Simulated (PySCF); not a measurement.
C2H7InO2, SMILES [In]([OH])([O]C)[CH3] at its PBE0/def2-SVP optimised geometry (Å):

```
12

In    -0.8533    -0.2882     0.0000
C     -1.9547     1.5459     0.0000
H     -1.2434     2.3819    -0.0215
H     -2.5712     1.6083     0.9073
H     -2.6057     1.5906    -0.8838
O     -1.4697    -2.1958     0.0052
H     -2.4292    -2.2803     0.0068
O      1.1409    -0.2882     0.0000
C      1.9325    -1.4365     0.0062
H      2.5800    -1.4716    -0.8920
H      2.6057    -1.4420     0.8859
H      1.3575    -2.3819     0.0300
```

Calculation: PBE0/def2-TZVP, def2 effective core potentials past Kr in PySCF. The core electrons that the potentials of In replace are not part of the density.

Map of the Laplacian of the electron density (e/bohr⁵), clipped to [-1.50, 1.50] on the plane z = 1.0 Å:

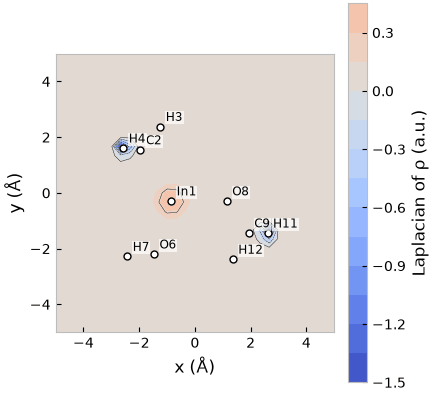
Figure: Laplacian of the electron density (e/bohr⁵), clipped to [-1.50, 1.50] on the plane z = 1.0 Å.
